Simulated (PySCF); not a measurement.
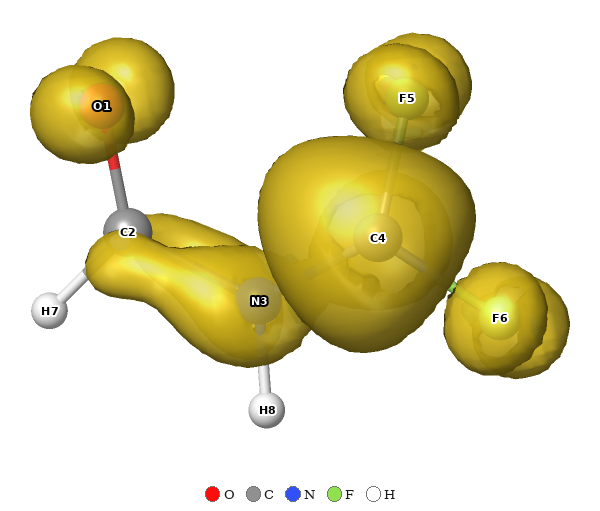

C₂H₂F₂NO (SMILES O=CN[C](F)F) (doublet). Isosurfaces of the spin density (α minus β) at +0.02 (yellow) and −0.02 e/Å³ (cyan), seen at a tilt.

Geometry: GFN2-xTB.

Theory: UKS B3LYP, pcH-1 on C F H N O, non-relativistic, mean-field spin-orbit, GIAO in PySCF.

| atom | x (Å) | y (Å) | z (Å) |
| --- | --- | --- | --- |
| O | 1.2502 | 1.5283 | -0.1708 |
| C | 1.2283 | 0.3321 | -0.1071 |
| N | 0.0860 | -0.4392 | -0.0514 |
| C | -1.2065 | 0.0251 | -0.1286 |
| F | -1.5010 | 1.2053 | 0.3983 |
| F | -2.1394 | -0.8852 | 0.1930 |
| H | 2.1233 | -0.3088 | -0.0819 |
| H | 0.1682 | -1.4483 | -0.0760 |

**Where is the unpaired spin?**

The unpaired spin (1 electron) lies mostly on C4 (about 0.6), F5 (about 0.1), F6 (about 0.1) and N3 (about 0.1), in electrons by Hirshfeld's partition.
